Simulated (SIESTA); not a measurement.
Band structure of GaNi (Pm-3m, 2 atoms in the cell).

```yaml
crystal:
  lattice:
    - [2.88600, 0.00000, 0.00000]
    - [0.00000, 2.88600, 0.00000]
    - [0.00000, 0.00000, 2.88600]
  atoms:
    - { symbol: Ni, position: [0.50000, 0.50000, 0.50000], spin: 2.0 }
    - { symbol: Ga, position: [0.00000, 0.00000, 0.00000] }
```
(The spins are starting values, not results.)

Level of theory: GGA PBEsol, numerical atomic orbitals DZP, PseudoDojo PBEsol standard norm-conserving potentials (rewritten from UPF to PSML) in SIESTA.

Settings: XC.functional = GGA; XC.authors = PBEsol; potentials = PseudoDojo PBEsol standard; PAO.BasisSize = DZP; PAO.EnergyShift = 0.005 Ry; MeshCutoff = 300 Ry; kgrid.MonkhorstPack = 9 9 9; OccupationFunction = MP; OccupationMPOrder = 1; ElectronicTemperature = 1578.21 K; Spin = polarized; DM.InitSpin = [1 +2.00, 2 +0.00]; MaxSCFIterations = 150; SCF.Mixer.Method = Pulay.

The starting cell comes from a database of published, mostly measured structures (it also holds non-ambient and calculated ones), without a prior relaxation at this level. The starting moments vanished: the run ended non-magnetic, which need not be the lowest state. Values carry the incompleteness of an atom-centred basis.

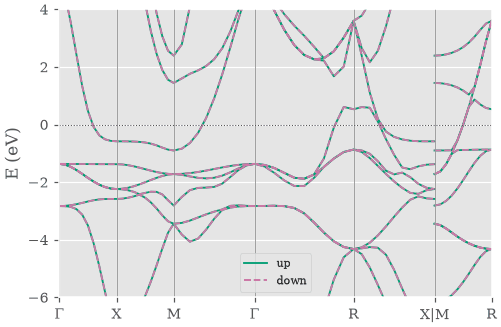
Figure: Bands along the path, energies from the Fermi level.

Levels in eV from the Fermi level, bands 12 to 17 of the first spin channel:
```csv
point,12,13,14,15,16,17
Γ,-2.83,-1.37,-1.37,-1.37,4.92,4.92
X,-2.58,-2.24,-2.24,-1.38,-0.58,10.15
M,-3.44,-2.81,-1.72,-1.72,-0.90,1.44
R,-4.32,-0.87,-0.87,0.53,3.60,3.60
```

Bands cross the Fermi level along this path, so the cell is metallic at this level.

Higher empty bands are left out: an atom-centred basis made for the valence describes them poorly.

The net moment of the cell came out as 0.00 μB.
